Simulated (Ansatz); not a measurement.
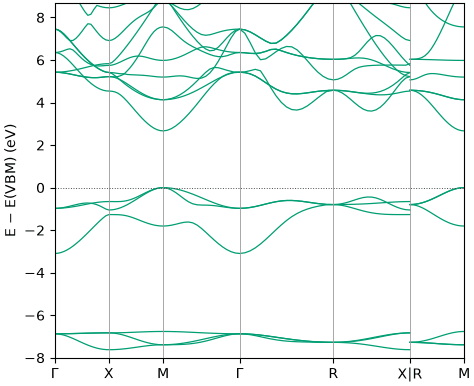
Band structure from the program Ansatz at the LDA level (PAW)

Q: Read off the gap and where the band edges lie.

A: About 2.7 eV (2.67 eV by a search for the band edges); maximum at M, minimum at M.

The material is CsCaH3 (cubic perovskite, space group No. 221).

Space group Pm-3m (cubic perovskite). The first step of the workflow began from a Materials Project structure, measured or hypothetical; the Crystallography Open Database copy checked does not list it. Whether it is the stable phase at ambient conditions was not checked. Symmetry was held in the LDA relaxation; phonons on a q-mesh show no instability. Scalar-relativistic: spin–orbit coupling is off unless named, which matters more the heavier the elements.

Potentials: the later of the program's two PAW sets.
